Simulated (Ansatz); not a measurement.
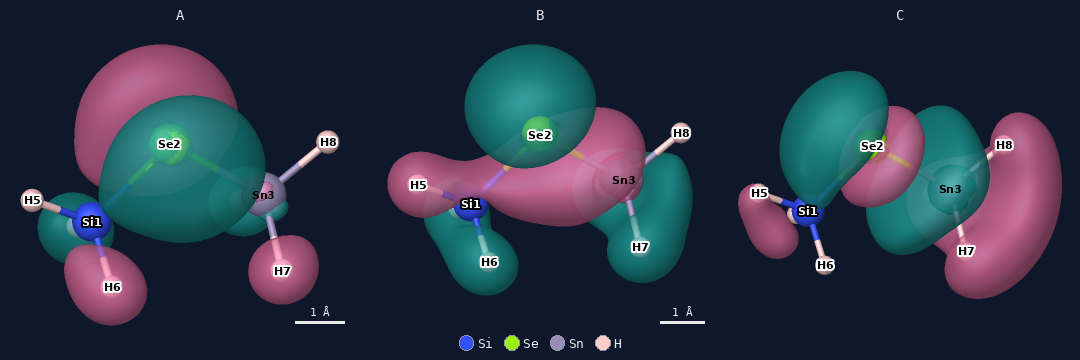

Figure 1: H6SeSiSn (SMILES [SiH3][Se][SnH3]). Three frontier orbitals at ±0.06 Å⁻³ᐟ² (teal and pink are the two phases), in no order.

Core potentials replace the inner electrons of Sn.

The calculation used RKS B3LYP/def2-SVP in Ansatz.

```xyz
9

Si   -0.8784    1.2172   -1.0883
Se    1.2962    0.5136   -0.8371
Sn    0.8936   -1.1994    1.0477
H    -1.7788    0.0969   -1.4882
H    -0.8534    2.2454   -2.1653
H    -1.4122    1.8216    0.1669
H     0.2618   -0.3999    2.4328
H     2.4380   -1.8719    1.3721
H    -0.2078   -2.4049    0.5086
```

### Which picture is the HOMO−1, the HOMO and the LUMO?

B is the HOMO−1 (−8.00 eV). It lies mainly on Se2 (about 60 %), Sn3 (about 20 %) and Si1 (about 10 %). A is the HOMO (−6.55 eV). By Hirshfeld shares it lies mainly on Se2 (about 80 %) and Sn3 (about 5 %); largely a lone pair of Se2. C is the LUMO (−1.10 eV). Its weight (Hirshfeld) is mainly on Sn3 (about 45 %), Se2 (about 30 %) and Si1 (about 5 %).

### What is the HOMO–LUMO gap?

5.45 eV between the orbital energies.
